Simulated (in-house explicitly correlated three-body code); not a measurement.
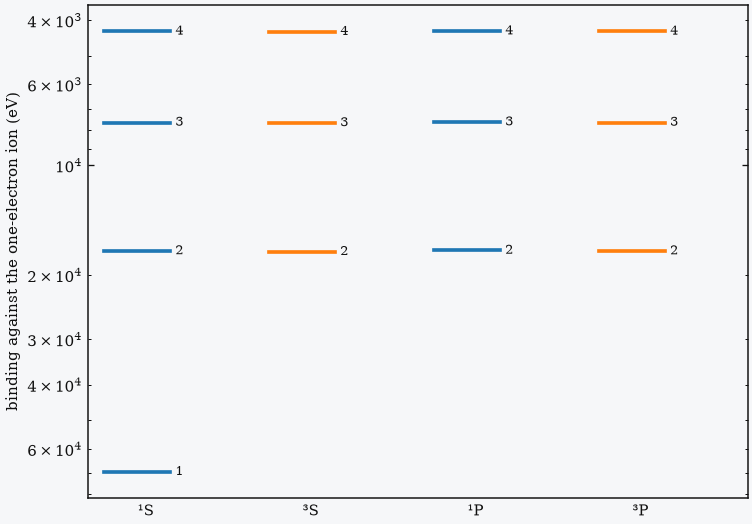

Two electrons around a point charge Z = 72 (Hf⁷⁰⁺). Computed variationally in 260 exponentially correlated functions with an in-house code, non-relativistic, converged to about 10⁻⁸ of the energy. The plot shows the bound S and P states that converged, by term and principal number n, on a logarithmic scale of binding.

Question: Describe the level scheme.

Answer: The ground state is bound by 69.31 keV. The n = 2 states drawn run, from the deepest, 2 ³S (17.27 keV), 2 ³P (17.19 keV), 2 ¹S (17.18 keV), 2 ¹P (17.13 keV). Exchange puts 2 ³S below 2 ¹S by 84.2 eV and 2 ³P below 2 ¹P by 64.6 eV. Quantum defects n − (Z − 1)/√(2 E(binding)): 2 ³S 0.007, 2 ³P 0.003, 2 ¹S 0.002, 2 ¹P −0.001.
